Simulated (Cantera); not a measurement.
Feed: 1 mol Ti, 0.1 mol C₃H₈, 1.4 mol H₂, 0.08 mol O₂, equilibrated at 13300 Pa.

Cantera equilibrium calculation (NASA polynomials, part measured and part estimated; ideal gas, pure solids and liquids). Candidate condensed phases: C, C₆H₆, C₇H₈, C₈H₁₈, H₂O, Ti, TiC, TiO, TiO₂, Ti₂O₃, Ti₃O₅, Ti₄O₇; 113 gas species. Each liquid is taken as pure. Mutual solubility and eutectic melting of coexisting phases are not modelled. TiC, TiO: taken at fixed stoichiometry. Condensed phases not in the tables: solid solutions among these carbides, nitrides and lower oxides, N, O or C dissolved in the metal. The numbers say what is thermodynamically allowed, not how fast it happens.

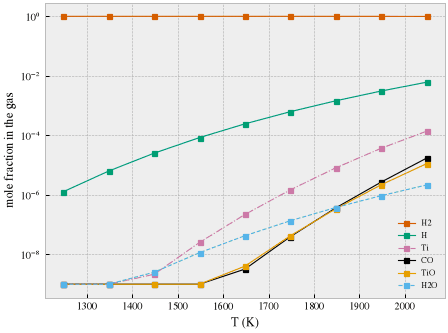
Equilibrium gas composition (values under 1e-9 drawn at 1e-9)

From 1248 K to 1848 K the condensed part is Ti(β) + TiC(s) + TiO(s). At 1948 K the condensed part is Ti(l) + TiC(s) + TiO(s). At 2048 K the condensed part is Ti(l) + TiC(s) + TiO(l).
